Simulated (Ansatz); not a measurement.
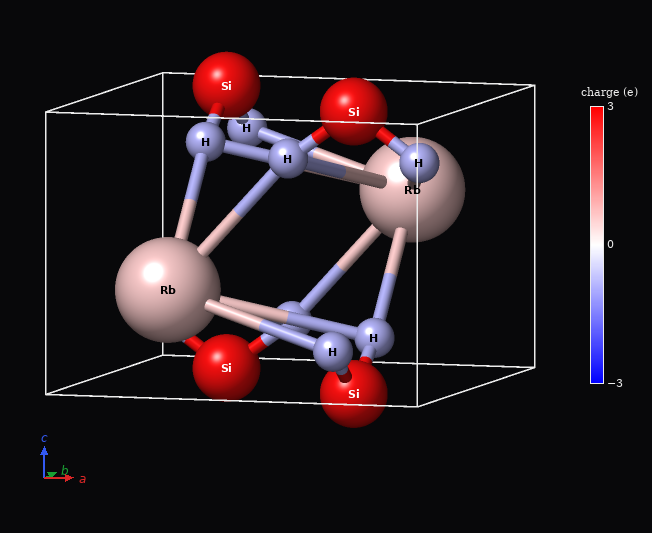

A ball-and-stick rendering, viewed slightly off an axis. The lines enclose the simulation cell; boundary atoms appear with their images. The atoms of this RbSiH4 cell are coloured by their Bader charge.

Electronic-structure method: DFT, PAW plane waves, PBE (Ansatz 0.2.0). Parameters: a kinetic-energy cutoff of 420 eV, a 6×6×8 k-point mesh, Fermi-Dirac smearing of 0.1 eV, no spin polarisation. The pressure of the cell is 32 GPa.

Q: What do the colours say about charge transfer?

A: Most positive: Si; most negative: H. Charges: about Rb +0.6 e; Si +2.8 e; H -0.8 e.

Note that this is a generated cell, made by putting these elements into a known structure type (the compound may or may not exist in this form), and that it hasn't been relaxed. An electronic-structure calculation with Ansatz was run on it.

At this level of theory the cell isn't at rest (compressed, at 32 GPa and forces up to 5.5 eV/Å), so its distances can differ from those at equilibrium, the more so the softer the solid.
